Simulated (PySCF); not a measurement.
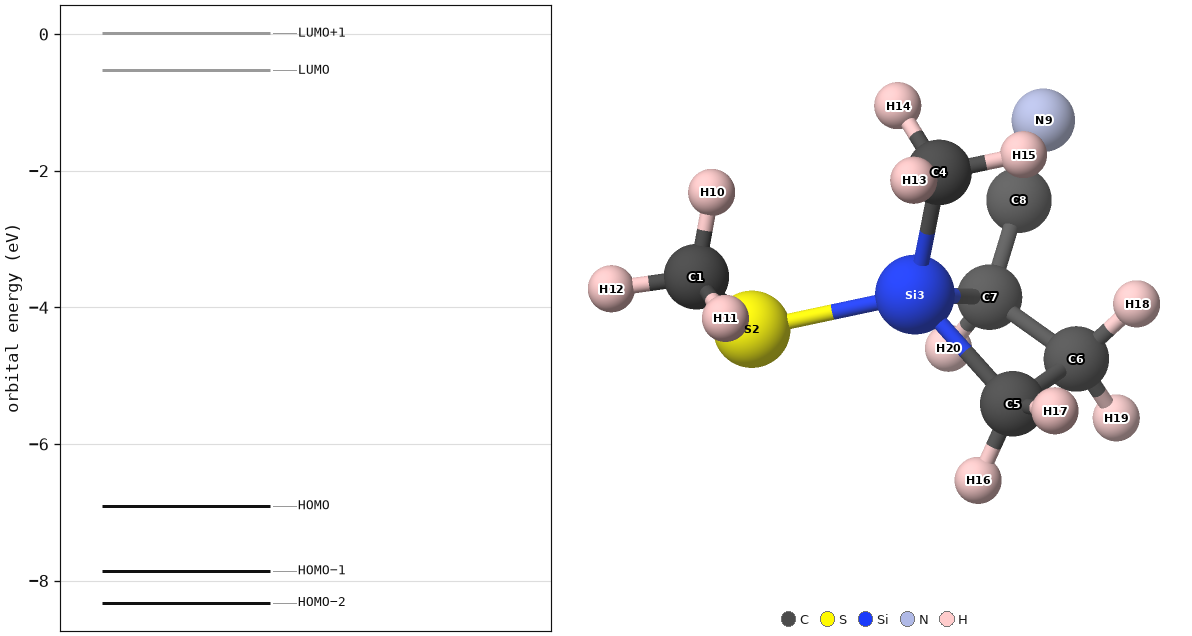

C₆H₁₁NSSi, SMILES CS[Si@@]1(C)CC[C@@H]1C#N. Kohn-Sham orbital energies near the frontier, B3LYP/def2-SVPD, PySCF 2.14.0, at a PBE0-D3(BJ)/def2-SVP geometry (no frequency check), isolated molecule; empty levels in grey, levels within 0.03 eV side by side.

Question: Where do the frontier orbitals lie?

Answer: HOMO at −6.90 eV, LUMO at −0.53 eV, 6.37 eV apart.

Question: On which atoms do HOMO and LUMO mostly sit?

Answer: HOMO: S2 65 %, C1 10 %, Si3 8 %. LUMO: S2 33 %, Si3 15 %, C1 14 % (Löwdin shares).

Question: How does −ε(HOMO) compare with the ΔSCF vertical ionisation energy at this level?

Answer: −ε(HOMO) is 6.90 eV, the ΔSCF value 8.90 eV; the orbital energy is 2.00 eV too shallow.

Caveats: one conformer of a flexible molecule; empty levels above zero depend strongly on the basis.
